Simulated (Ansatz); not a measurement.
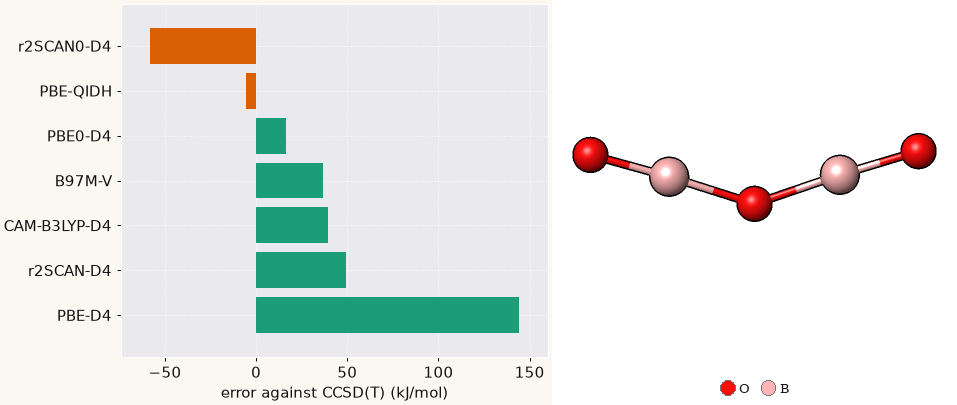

Error in the electronic atomisation energy (method less reference, so positive means overbinding) of B₂O₃, SMILES O=BOB=O: functionals in def2-TZVPP against frozen-core CCSD(T) at the limit (MP2 extrapolated from triple and quadruple zeta, plus CCSD(T) less MP2 in a smaller set), which gives 2737.2 kJ/mol, at a PBE0-D4/def2-TZVP geometry (a minimum by its frequencies), no zero-point or spin-orbit term, the Ansatz code 0.2.0. The reference leaves out core correlation, a term that grows with the number of heavy atoms. PBE-QIDH holds a correlation term that converges slowly with the basis, so part of the distance to the limit is basis error. No dispersion term is added to PBE-QIDH.

Which of these levels overbind, and which underbind?

Answer. Overbind: B97M-V, CAM-B3LYP-D4, r2SCAN-D4 and PBE-D4. Underbind: r2SCAN0-D4. Within 25 kJ/mol of zero, too close to call in view of what the reference leaves out: PBE-QIDH and PBE0-D4.

What range do the values span?

Answer. From −58.1 kJ/mol (r2SCAN0-D4) to 144.1 kJ/mol (PBE-D4).

Caveats, for all or some of the runs: one conformer of a flexible molecule.
